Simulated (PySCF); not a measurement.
**CH$_{6}$ClGeO (charge +1): geometry relaxation**

The run: geometry relaxation of CH$_{6}$ClGeO, charge +1. Method and program: PBE0-D3(BJ)/def2-SVPD geometry optimisation, gas phase (PySCF 2.14.0).

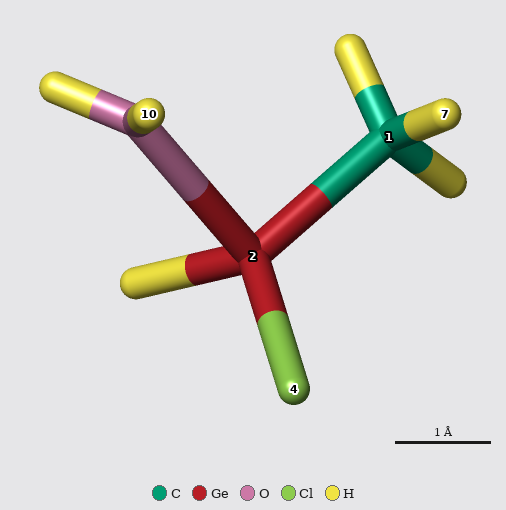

Figure 1. The starting structure (stick view, seen at a tilt; atoms are numbered from 1 in the order of the input). Sticks mark near contacts. Bond lengths as drawn: Cl–Ge 2.06 Å, C–Ge 1.98 Å, C–H 1.09 Å, Ge–H 1.52 Å, Ge–O 2.22 Å and H–O 0.97 Å.

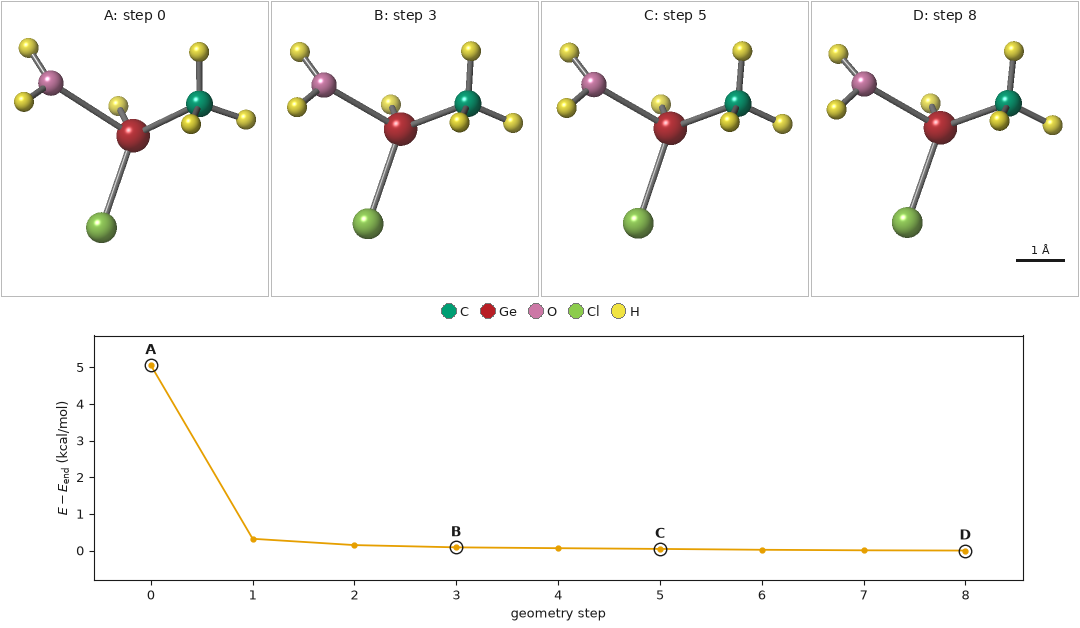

Figure 2. Frames of the relaxation (ball-and-stick view, seen at a tilt) above the curves, on which the letters mark them (steps are counted from 0).

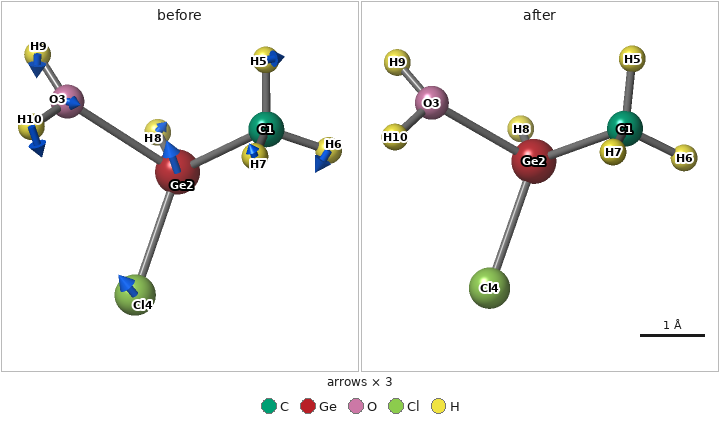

Figure 3. Before (left) and after (right) the relaxation, at one scale (ball-and-stick view, seen at a tilt). The blue arrows give the displacements, magnified 3 times. The energy falls by 5.06 kcal/mol in 8 geometry steps. The largest force component goes from 1.8 to 0.022 eV/Å. Ge2 moves most after the best rigid fit: 0.19 Å. By element the largest moves are Ge 0.19 Å, H 0.19 Å, Cl 0.15 Å, O 0.08 Å, C 0.02 Å. Among the contacts that change: Ge2–O3 2.224 → 2.023 Å, C1–Ge2 1.976 → 1.906 Å, Ge2–Cl4 2.057 → 2.120 Å, C1–H5 1.088 → 1.099 Å. Among the angles that change: O3–Ge2–H8 89.2° → 97.2°, C1–Ge2–O3 97.7° → 102.7°, Ge2–O3–H10 121.7° → 117.4°. (Atoms are counted from 1 in the order of the input.)

The input and output of the run follow.

The input:
```
{"job": {"xc": "PBE0", "basis": "def2-SVPD", "d3": "d3bj", "grid": 2, "kind": "geom"}, "charge": 1, "multiplicity": 1}
C      0.960083    -0.573063    -1.087954
Ge    -0.353559     0.739551    -0.412461
O     -0.518642    -0.043131     1.663170
Cl    -2.309718     0.517473    -1.010108
H      1.829022    -0.632707    -0.436363
H      1.284098    -0.270170    -2.082874
H      0.473502    -1.545918    -1.158673
H      0.015552     2.104928     0.154112
H     -0.184701     0.388866     2.460377
H     -1.195637    -0.685830     1.910774
```

The first line tells a small driver script what to run in PySCF; the rest is the geometry in Å.

Launched with:
```bash
OMP_NUM_THREADS=1 python <driver script> task.json out
```

What the program printed:
```
step   0  E = -2652.91611640  max force = 0.035941
step   1  E = -2652.92366303  max force = 0.007304
step   2  E = -2652.92393749  max force = 0.002099
step   3  E = -2652.92403534  max force = 0.000931
step   4  E = -2652.92407172  max force = 0.001165
step   5  E = -2652.92410382  max force = 0.001169
step   6  E = -2652.92414121  max force = 0.000910
step   7  E = -2652.92416413  max force = 0.000608
step   8  E = -2652.92417503  max force = 0.000425
optimisation converged
```

Trajectory as extended XYZ (Å, eV, eV/Å), 9 frames, from step=0 to step=8:
```
10
Properties=species:S:1:pos:R:3:forces:R:3 step=0 energy=-72189.52452
C     0.9601   -0.5731   -1.0879   -0.9503   0.6579   0.2647
Ge   -0.3536    0.7396   -0.4125    1.8482  -0.9138   1.0118
O    -0.5186   -0.0431    1.6632    0.0177   0.1383  -0.7758
Cl   -2.3097    0.5175   -1.0101   -0.8957  -0.0875  -0.2829
H     1.8290   -0.6327   -0.4364    0.2076   0.1220   0.3393
H     1.2841   -0.2702   -2.0829    0.0488   0.1734  -0.3553
H     0.4735   -1.5459   -1.1587   -0.1613  -0.2464  -0.0064
H     0.0155    2.1049    0.1541   -0.0718   0.1066  -0.1641
H    -0.1847    0.3889    2.4604   -0.0090   0.0642  -0.0470
H    -1.1956   -0.6858    1.9108   -0.0341  -0.0148   0.0157
10
Properties=species:S:1:pos:R:3:forces:R:3 step=1 energy=-72189.72988
C     0.9207   -0.5071   -1.1011    0.1313  -0.1018  -0.0321
Ge   -0.2770    0.7003   -0.2485   -0.3756  -0.1806  -0.0742
O    -0.4917   -0.1341    1.5788    0.1957   0.0808  -0.0068
Cl   -2.3114    0.4929   -0.8459    0.2315   0.0943   0.0548
H     1.8395   -0.5839   -0.5008    0.0039  -0.0146  -0.0453
H     1.1781   -0.1372   -2.1056   -0.0348   0.0533   0.0454
H     0.4490   -1.4947   -1.2025   -0.0055   0.0289   0.0311
H     0.0857    2.0863    0.2596   -0.0174   0.0871  -0.0179
H    -0.1848    0.3266    2.3739   -0.0876  -0.0786   0.0579
H    -1.2088   -0.7505    1.7916   -0.0416   0.0311  -0.0130
10
Properties=species:S:1:pos:R:3:forces:R:3 step=2 energy=-72189.73735
C     0.9285   -0.5126   -1.1007   -0.0038  -0.0513   0.0145
Ge   -0.2841    0.6929   -0.2548   -0.0672   0.0248   0.0335
O    -0.4880   -0.1229    1.5838    0.0250  -0.0915   0.0839
Cl   -2.3175    0.5154   -0.8337    0.1079   0.0123   0.0076
H     1.8543   -0.5789   -0.5110   -0.0092   0.0099  -0.0078
H     1.1703   -0.1372   -2.1059   -0.0262   0.0303  -0.0005
H     0.4637   -1.5035   -1.1929    0.0056  -0.0018  -0.0020
H     0.0779    2.0923    0.2299   -0.0155   0.0057  -0.0341
H    -0.1947    0.2922    2.4082    0.0310   0.0705  -0.0296
H    -1.2111   -0.7391    1.7766   -0.0476  -0.0090  -0.0655
10
Properties=species:S:1:pos:R:3:forces:R:3 step=3 energy=-72189.74001
C     0.9277   -0.5150   -1.1001   -0.0060  -0.0095   0.0339
Ge   -0.2802    0.6906   -0.2471    0.0150   0.0075   0.0228
O    -0.4869   -0.1296    1.5898    0.0444  -0.0479   0.0164
Cl   -2.3039    0.5140   -0.8404   -0.0046   0.0065  -0.0064
H     1.8585   -0.5813   -0.5192    0.0036   0.0045  -0.0081
H     1.1573   -0.1296   -2.1044   -0.0106   0.0090  -0.0124
H     0.4635   -1.5058   -1.1933    0.0012  -0.0005  -0.0049
H     0.0784    2.0944    0.2285   -0.0091  -0.0114  -0.0127
H    -0.1976    0.3003    2.4082   -0.0136   0.0217  -0.0067
H    -1.2174   -0.7393    1.7776   -0.0202   0.0201  -0.0218
10
Properties=species:S:1:pos:R:3:forces:R:3 step=4 energy=-72189.74100
C     0.9289   -0.5170   -1.0994   -0.0066   0.0087   0.0139
Ge   -0.2765    0.6863   -0.2411    0.0373   0.0010   0.0070
O    -0.4850   -0.1361    1.5931    0.0599  -0.0230  -0.0199
Cl   -2.2974    0.5165   -0.8397   -0.0454  -0.0023  -0.0124
H     1.8653   -0.5815   -0.5278    0.0044   0.0036  -0.0042
H     1.1465   -0.1248   -2.1041   -0.0013  -0.0090  -0.0084
H     0.4666   -1.5086   -1.1931    0.0014  -0.0025  -0.0041
H     0.0804    2.0915    0.2282    0.0022   0.0015   0.0072
H    -0.2036    0.3068    2.4075   -0.0345  -0.0014   0.0132
H    -1.2259   -0.7346    1.7760   -0.0175   0.0235   0.0078
10
Properties=species:S:1:pos:R:3:forces:R:3 step=5 energy=-72189.74187
C     0.9303   -0.5189   -1.1004   -0.0014   0.0199  -0.0046
Ge   -0.2707    0.6826   -0.2343    0.0324   0.0005  -0.0150
O    -0.4817   -0.1432    1.5975    0.0601  -0.0087  -0.0372
Cl   -2.2908    0.5172   -0.8381   -0.0503  -0.0039  -0.0055
H     1.8735   -0.5807   -0.5400    0.0046   0.0009  -0.0004
H     1.1346   -0.1228   -2.1069    0.0039  -0.0165  -0.0013
H     0.4704   -1.5116   -1.1930   -0.0005  -0.0016   0.0038
H     0.0853    2.0890    0.2315    0.0071   0.0001   0.0174
H    -0.2143    0.3124    2.4097   -0.0389  -0.0098   0.0219
H    -1.2373   -0.7254    1.7735   -0.0170   0.0193   0.0210
10
Properties=species:S:1:pos:R:3:forces:R:3 step=6 energy=-72189.74289
C     0.9338   -0.5211   -1.1029   -0.0010   0.0199  -0.0333
Ge   -0.2619    0.6772   -0.2267    0.0018   0.0054  -0.0323
O    -0.4764   -0.1559    1.6014    0.0468   0.0072  -0.0346
Cl   -2.2859    0.5212   -0.8277   -0.0230  -0.0055   0.0021
H     1.8862   -0.5770   -0.5579    0.0006   0.0001   0.0067
H     1.1198   -0.1244   -2.1130    0.0080  -0.0191   0.0061
H     0.4780   -1.5162   -1.1903   -0.0008  -0.0019   0.0135
H     0.0950    2.0830    0.2400    0.0121   0.0007   0.0229
H    -0.2329    0.3207    2.4094   -0.0338  -0.0186   0.0251
H    -1.2565   -0.7089    1.7671   -0.0107   0.0117   0.0239
10
Properties=species:S:1:pos:R:3:forces:R:3 step=7 energy=-72189.74351
C     0.9349   -0.5214   -1.1055    0.0045   0.0104  -0.0313
Ge   -0.2569    0.6773   -0.2250   -0.0196   0.0115  -0.0265
O    -0.4728   -0.1611    1.6021    0.0141   0.0012  -0.0075
Cl   -2.2842    0.5231   -0.8209    0.0014  -0.0008   0.0076
H     1.8909   -0.5731   -0.5663    0.0000  -0.0015   0.0059
H     1.1138   -0.1303   -2.1190    0.0052  -0.0117   0.0070
H     0.4804   -1.5179   -1.1852   -0.0008  -0.0015   0.0157
H     0.1021    2.0813    0.2464    0.0095  -0.0016   0.0156
H    -0.2435    0.3194    2.4123   -0.0096  -0.0059   0.0068
H    -1.2653   -0.6988    1.7604   -0.0047  -0.0001   0.0066
10
Properties=species:S:1:pos:R:3:forces:R:3 step=8 energy=-72189.74381
C     0.9353   -0.5210   -1.1071   -0.0014   0.0001  -0.0158
Ge   -0.2556    0.6798   -0.2274   -0.0219   0.0111  -0.0066
O    -0.4709   -0.1641    1.5990   -0.0048  -0.0055   0.0106
Cl   -2.2870    0.5283   -0.8130    0.0189   0.0020   0.0019
H     1.8914   -0.5693   -0.5674   -0.0024   0.0010   0.0038
H     1.1144   -0.1385   -2.1235   -0.0006  -0.0031   0.0029
H     0.4809   -1.5183   -1.1777    0.0004  -0.0012   0.0098
H     0.1071    2.0808    0.2514    0.0050  -0.0027   0.0039
H    -0.2475    0.3161    2.4112    0.0042   0.0010  -0.0047
H    -1.2688   -0.6953    1.7540    0.0025  -0.0026  -0.0059
```

Key numbers:

- outcome: converged
- total energy: −2652.924175 hartree
- point group: C1
- hardware: 1 CPU thread, shared host
- wall time: 86 s
- peak memory: 0.63 GiB
